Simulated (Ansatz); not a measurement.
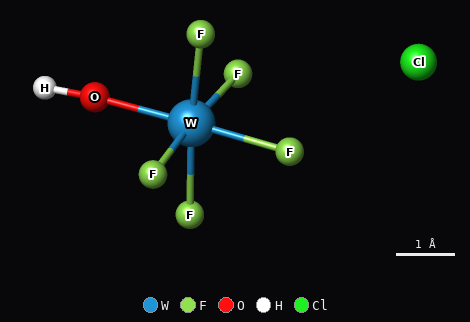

*The starting structure (ball-and-stick view, seen at a tilt). Sticks mark near contacts.*

Bond lengths as drawn: F–W 1.87 to 1.88 Å, H–O 0.97 Å and O–W 1.85 Å.

## Nudged elastic band, with input and output: WHClOF$_{5}$ (part 1 of 2)

System: WHClOF$_{5}$, multiplicity 2.
Method: UKS PBE/def2-SVP (Ansatz 0.2.0).

The run did not end well. One setting was made poor on purpose. It belongs to a series of runs on one base structure; here: band between the two ends.

The input:
```yaml
crystal:
  periodic: [false, false, false]
  atoms:
    - { symbol: W, position_ang: [-0.074555, -0.023645, 0.005802] }
    - { symbol: F, position_ang: [-0.455815, -0.506142, 1.782757] }
    - { symbol: F, position_ang: [1.739029, -0.085197, 0.459295] }
    - { symbol: F, position_ang: [-0.141548, 1.769183, 0.53072] }
    - { symbol: F, position_ang: [-1.921127, 0.00718, -0.296858] }
    - { symbol: F, position_ang: [-0.043177, -1.857041, -0.376528] }
    - { symbol: O, position_ang: [0.304037, 0.409525, -1.747645] }
    - { symbol: H, position_ang: [0.531726, 0.537837, -2.681759] }
    - { symbol: Cl, position_ang: [0.589232, 0.540701, 4.107115] }
magnetization:
  spin_polarized: true
  initial_magnetization: 1
basis:
  gaussian: { orbitals: def2-SVP }
hamiltonian:
  xc: pbe
neb:
  order_check: false
  images: 9
  f_tol: 0.03
  max_iterations: 32
  max_displacement: 0.5
  optimiser: fire
  final_atoms:
    - { symbol: W, position_ang: [0.06096324, 0.2507665, 0.04018588] }
    - { symbol: F, position_ang: [-0.0696839, 0.58515199, 1.88658429] }
    - { symbol: F, position_ang: [1.91463687, 0.42374245, 0.22506488] }
    - { symbol: F, position_ang: [-0.09968187, 2.10430899, -0.18245468] }
    - { symbol: F, position_ang: [-1.80167711, 0.0773246, 0.02341875] }
    - { symbol: F, position_ang: [0.21176707, -1.57429711, 0.40125819] }
    - { symbol: O, position_ang: [0.18291698, 0.0105757, -1.78556743] }
    - { symbol: H, position_ang: [0.23077544, 0.08566925, -2.75185783] }
    - { symbol: Cl, position_ang: [-0.1022147, -1.17084137, 3.92626696] }
  initial_path:
    images:
      - { positions_ang: [[-0.074555, -0.023645, 0.005802], [-0.455815, -0.506142, 1.782757], [1.739029, -0.085197, 0.459295], [-0.141548, 1.769183, 0.53072], [-1.921127, 0.00718, -0.296858], [-0.043177, -1.857041, -0.376528], [0.304037, 0.409525, -1.747645], [0.531726, 0.537837, -2.681759], [0.589232, 0.540701, 4.107115]] }
      - { positions_ang: [[-0.0593113, -0.0182322, 0.00424845], [-0.36941768, -0.41037313, 1.84573657], [1.76151529, -0.07068227, 0.37148766], [-0.10976282, 1.7859767, 0.42963318], [-1.90652828, 0.00963626, -0.24232436], [-0.03735177, -1.85489551, -0.30706588], [0.24827224, 0.33397906, -1.78643905], [0.53813643, 0.59515652, -2.59753547], [0.46224988, 0.42183557, 4.06515793]] }
      - { positions_ang: [[-0.04406759, -0.01281941, 0.00269489], [-0.28302035, -0.31460425, 1.90871613], [1.78400159, -0.05616754, 0.28368031], [-0.07797764, 1.8027704, 0.32854635], [-1.89192957, 0.01209253, -0.18779073], [-0.03152654, -1.85275002, -0.23760376], [0.19250747, 0.25843311, -1.82523311], [0.54454686, 0.65247605, -2.51331195], [0.33526777, 0.30297014, 4.02320085]] }
      - { positions_ang: [[-0.02882389, -0.00740661, 0.00114134], [-0.19662303, -0.21883538, 1.9716957], [1.80648788, -0.04165282, 0.19587297], [-0.04619246, 1.8195641, 0.22745953], [-1.87733085, 0.01454879, -0.13325709], [-0.02570131, -1.85060453, -0.16814164], [0.13674271, 0.18288717, -1.86402716], [0.55095729, 0.70979557, -2.42908842], [0.20828565, 0.1841047, 3.98124378]] }
      - { positions_ang: [[-0.01358018, -0.00199382, -0.00041221], [-0.1102257, -0.12306651, 2.03467527], [1.82897417, -0.02713809, 0.10806563], [-0.01440729, 1.8363578, 0.1263727], [-1.86273214, 0.01700505, -0.07872345], [-0.01987608, -1.84845904, -0.09867953], [0.08097795, 0.10734122, -1.90282122], [0.55736772, 0.7671151, -2.34486489], [0.08130354, 0.06523927, 3.9392867]] }
      - { positions_ang: [[0.00166352, 0.00341898, -0.00196577], [-0.02382838, -0.02729763, 2.09765483], [1.85146047, -0.01262336, 0.02025828], [0.01737789, 1.8531515, 0.02528588], [-1.84813342, 0.01946132, -0.02418982], [-0.01405085, -1.84631354, -0.02921741], [0.02521318, 0.03179528, -1.94161527], [0.56377816, 0.82443462, -2.26064136], [-0.04567858, -0.05362616, 3.89732963]] }
      - { positions_ang: [[0.01352347, 0.05288848, 0.00646456], [-0.03299948, 0.09519229, 2.05544072], [1.86409575, 0.0746498, 0.0612196], [-0.00603406, 1.903383, -0.01626224], [-1.83884216, 0.03103397, -0.0146681], [0.03111274, -1.79191026, 0.05687771], [0.05675394, 0.02755136, -1.9104057], [0.49717761, 0.67668155, -2.35888466], [-0.0569858, -0.2770692, 3.9031171]] }
      - { positions_ang: [[0.02538341, 0.10235799, 0.01489489], [-0.04217059, 0.21768222, 2.01322662], [1.87673103, 0.16192296, 0.10218092], [-0.02944601, 1.9536145, -0.05781035], [-1.8295509, 0.04260663, -0.00514639], [0.07627632, -1.73750697, 0.14297283], [0.0882947, 0.02330745, -1.87919613], [0.43057707, 0.52892847, -2.45712795], [-0.06829303, -0.50051224, 3.90890456]] }
      - { positions_ang: [[0.03724335, 0.15182749, 0.02332522], [-0.05134169, 0.34017214, 1.97101251], [1.88936631, 0.24919613, 0.14314224], [-0.05285797, 2.00384599, -0.09935846], [-1.82025964, 0.05417928, 0.00437532], [0.12143991, -1.68310368, 0.22906795], [0.11983546, 0.01906353, -1.84798657], [0.36397652, 0.3811754, -2.55537125], [-0.07960025, -0.72395529, 3.91469203]] }
      - { positions_ang: [[0.0491033, 0.201297, 0.03175555], [-0.0605128, 0.46266207, 1.9287984], [1.90200159, 0.33646929, 0.18410356], [-0.07626992, 2.05407749, -0.14090657], [-1.81096838, 0.06575194, 0.01389703], [0.16660349, -1.6287004, 0.31516307], [0.15137622, 0.01481962, -1.816777], [0.29737598, 0.23342232, -2.65361454], [-0.09090748, -0.94739833, 3.92047949]] }
      - { positions_ang: [[0.06096324, 0.2507665, 0.04018588], [-0.0696839, 0.58515199, 1.88658429], [1.91463687, 0.42374245, 0.22506488], [-0.09968187, 2.10430899, -0.18245468], [-1.80167711, 0.0773246, 0.02341875], [0.21176707, -1.57429711, 0.40125819], [0.18291698, 0.0105757, -1.78556743], [0.23077544, 0.08566925, -2.75185783], [-0.1022147, -1.17084137, 3.92626696]] }
```

Launched with:
```bash
ansatz run input.yaml --threads 4 --pin off --max-ram 5120MiB --backend cpu --events-out ev --progress --plain --runs-dir out
```

Log:
```
Engine: ansatz 0.2.0, aarch64-unknown-linux-gnu
Functional definition: PBE
  parameter kappa = 0.804
  parameter beta = 0.06672455060314922
  exchange = pbe_x(kappa = kappa, mu = beta*pi^2/3)
  correlation = pbe_c(beta = beta)
1443 factors; their error is unknown
mean field evaluation 1: about -29951.1341 eV, gradient 6.9e1 eV
mean field evaluation 2: about -29726.1568 eV, gradient 2.2e2 eV
mean field evaluation 4: about -29965.5305 eV, gradient 2.4e1 eV
mean field evaluation 8: about -29967.5693 eV, gradient 3.1e-1 eV
mean field evaluation 16: about -29967.4836 eV, gradient 6.4e-3 eV
mean field evaluation 32: about -29967.4836 eV, gradient 3.1e-5 eV
mean field evaluation 64: about -29967.3237 eV, gradient 9.0e-2 eV
mean field -29967.48360907 eV, -1101.2847099435 hartree, gradient 3.1e-6 eV, S^2 0.751538; 6 other end points of the search recorded, 0 dependent functions left out
the calculation of the forces begins
reference -29967.48367970 eV, -1101.2847125388 hartree; 43, 42 occupied and 96, 97 virtual orbitals, 1443 factors
1443 factors; their error is unknown
mean field evaluation 96: about -29967.4832 eV, gradient 3.7e-5 eV
mean field evaluation 128: about -29967.3382 eV, gradient 1.2e0 eV
mean field -29967.48321739 eV, -1101.2846955493 hartree, gradient 1.6e-6 eV, S^2 0.751530; 6 other end points of the search recorded, 0 dependent functions left out
[... from here on the field's lines of each further geometry are left out, up to the last ...]
NEB iter   1: max|band force component| = 1.074e1 eV/Å  barrier→ = 1.9075 eV  barrier← = 1.9071 eV  Δτ_max = 0.1777 Å  (2551 SCF iters)
NEB iter   2: max|band force component| = 9.629e0 eV/Å  barrier→ = 1.1936 eV  barrier← = 1.1932 eV  Δτ_max = 0.0364 Å  (428 SCF iters)
NEB iter   3: max|band force component| = 6.642e0 eV/Å  barrier→ = 0.8927 eV  barrier← = 0.8923 eV  Δτ_max = 0.0622 Å  (374 SCF iters)
NEB iter   4: max|band force component| = 3.392e0 eV/Å  barrier→ = 0.6910 eV  barrier← = 0.6906 eV  Δτ_max = 0.0123 Å  (403 SCF iters)
NEB iter   5: max|band force component| = 3.033e0 eV/Å  barrier→ = 0.6283 eV  barrier← = 0.6279 eV  Δτ_max = 0.0234 Å  (362 SCF iters)
NEB iter   6: max|band force component| = 2.330e0 eV/Å  barrier→ = 0.5257 eV  barrier← = 0.5253 eV  Δτ_max = 0.0320 Å  (369 SCF iters)
NEB iter   7: max|band force component| = 1.460e0 eV/Å  barrier→ = 0.4191 eV  barrier← = 0.4187 eV  Δτ_max = 0.0053 Å  (373 SCF iters)
NEB iter   8: max|band force component| = 1.396e0 eV/Å  barrier→ = 0.4022 eV  barrier← = 0.4018 eV  Δτ_max = 0.0105 Å  (369 SCF iters)
NEB iter   9: max|band force component| = 1.278e0 eV/Å  barrier→ = 0.3725 eV  barrier← = 0.3721 eV  Δτ_max = 0.0153 Å  (380 SCF iters)
NEB iter  10: max|band force component| = 1.126e0 eV/Å  barrier→ = 0.3370 eV  barrier← = 0.3366 eV  Δτ_max = 0.0194 Å  (380 SCF iters)
NEB iter  11: max|band force component| = 1.016e0 eV/Å  barrier→ = 0.3028 eV  barrier← = 0.3024 eV  Δτ_max = 0.0225 Å  (385 SCF iters)
NEB iter  12: max|band force component| = 8.053e-1 eV/Å  barrier→ = 0.2732 eV  barrier← = 0.2728 eV  Δτ_max = 0.0252 Å  (398 SCF iters)
NEB iter  13: max|band force component| = 6.679e-1 eV/Å  barrier→ = 0.2471 eV  barrier← = 0.2467 eV  Δτ_max = 0.0301 Å  (400 SCF iters)
NEB iter  14: max|band force component| = 7.705e-1 eV/Å  barrier→ = 0.2182 eV  barrier← = 0.2178 eV  Δτ_max = 0.0345 Å  (409 SCF iters)
NEB iter  15: max|band force component| = 6.201e-1 eV/Å  barrier→ = 0.1854 eV  barrier← = 0.1850 eV  Δτ_max = 0.0391 Å  (399 SCF iters)
NEB iter  16: max|band force component| = 5.932e-1 eV/Å  barrier→ = 0.1511 eV  barrier← = 0.1507 eV  Δτ_max = 0.0437 Å  (418 SCF iters)
NEB iter  17: max|band force component| = 4.866e-1 eV/Å  barrier→ = 0.1238 eV  barrier← = 0.1234 eV  CI = image 5  Δτ_max = 0.0480 Å  (419 SCF iters)
NEB iter  18: max|band force component| = 6.198e-1 eV/Å  barrier→ = 0.1077 eV  barrier← = 0.1073 eV  CI = image 5  Δτ_max = 0.0059 Å  (443 SCF iters)
NEB iter  19: max|band force component| = 2.975e-1 eV/Å  barrier→ = 0.1038 eV  barrier← = 0.1034 eV  CI = image 5  Δτ_max = 0.0068 Å  (433 SCF iters)
NEB iter  20: max|band force component| = 4.701e-1 eV/Å  barrier→ = 0.0980 eV  barrier← = 0.0976 eV  CI = image 5  Δτ_max = 0.0049 Å  (437 SCF iters)
NEB iter  21: max|band force component| = 1.877e-1 eV/Å  barrier→ = 0.0962 eV  barrier← = 0.0958 eV  CI = image 5  Δτ_max = 0.0039 Å  (428 SCF iters)
NEB iter  22: max|band force component| = 5.593e-1 eV/Å  barrier→ = 0.0929 eV  barrier← = 0.0925 eV  CI = image 5  Δτ_max = 0.0055 Å  (449 SCF iters)
NEB iter  23: max|band force component| = 1.813e-1 eV/Å  barrier→ = 0.0915 eV  barrier← = 0.0911 eV  CI = image 5  Δτ_max = 0.0019 Å  (442 SCF iters)
NEB iter  24: max|band force component| = 1.801e-1 eV/Å  barrier→ = 0.0903 eV  barrier← = 0.0899 eV  CI = image 5  Δτ_max = 0.0037 Å  (423 SCF iters)
NEB iter  25: max|band force component| = 1.776e-1 eV/Å  barrier→ = 0.0879 eV  barrier← = 0.0875 eV  CI = image 5  Δτ_max = 0.0055 Å  (427 SCF iters)
NEB iter  26: max|band force component| = 1.734e-1 eV/Å  barrier→ = 0.0846 eV  barrier← = 0.0842 eV  CI = image 5  Δτ_max = 0.0074 Å  (440 SCF iters)
NEB iter  27: max|band force component| = 1.676e-1 eV/Å  barrier→ = 0.0806 eV  barrier← = 0.0802 eV  CI = image 5  Δτ_max = 0.0091 Å  (448 SCF iters)
NEB iter  28: max|band force component| = 1.604e-1 eV/Å  barrier→ = 0.0762 eV  barrier← = 0.0758 eV  CI = image 5  Δτ_max = 0.0109 Å  (428 SCF iters)
NEB iter  29: max|band force component| = 1.515e-1 eV/Å  barrier→ = 0.0717 eV  barrier← = 0.0713 eV  CI = image 5  Δτ_max = 0.0140 Å  (433 SCF iters)
NEB iter  30: max|band force component| = 1.389e-1 eV/Å  barrier→ = 0.0667 eV  barrier← = 0.0663 eV  CI = image 5  Δτ_max = 0.0176 Å  (439 SCF iters)
NEB iter  31: max|band force component| = 1.224e-1 eV/Å  barrier→ = 0.0615 eV  barrier← = 0.0611 eV  CI = image 5  Δτ_max = 0.0215 Å  (447 SCF iters)
the calculation of the forces begins
reference -29967.46652538 eV, -1101.2840821293 hartree; 43, 42 occupied and 96, 97 virtual orbitals, 1443 factors
these checks for a lower state are left out or cut short: starts, cluster_reference, orbital_swaps, neighbouring_geometries, increment
1443 factors; their error is unknown
mean field -29967.47802754 eV, -1101.2845048261 hartree, gradient 5.2e-6 eV, S^2 0.751520; 0 other end points of the search recorded, 0 dependent functions left out
the calculation of the forces begins
reference -29967.47809852 eV, -1101.2845074343 hartree; 43, 42 occupied and 96, 97 virtual orbitals, 1443 factors
NEB iter  32: max|band force component| = 1.026e-1 eV/Å  barrier→ = 0.0562 eV  barrier← = 0.0558 eV  CI = image 5  Δτ_max = 0.0256 Å  (449 SCF iters)
```

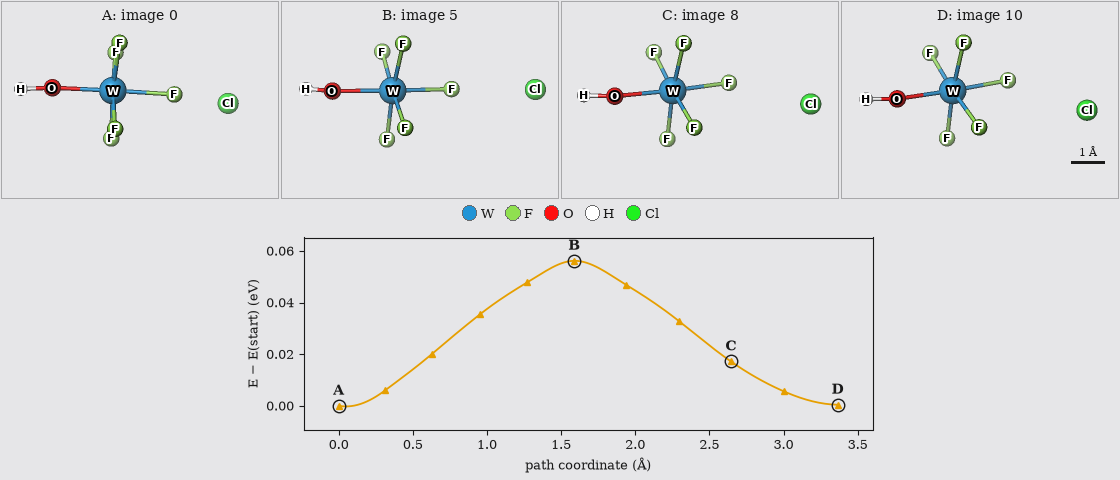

*Images of the last band (counted from 0; ball-and-stick, seen at a tilt) above the energy along the path; the line is a cubic interpolation that uses the forces.*

The highest image is number 5, 0.056 eV above the start and 0.056 eV above the end (the climbing image); start and end have the same energy. The path is 3.36 Å long. The band had not converged after 32 iterations.
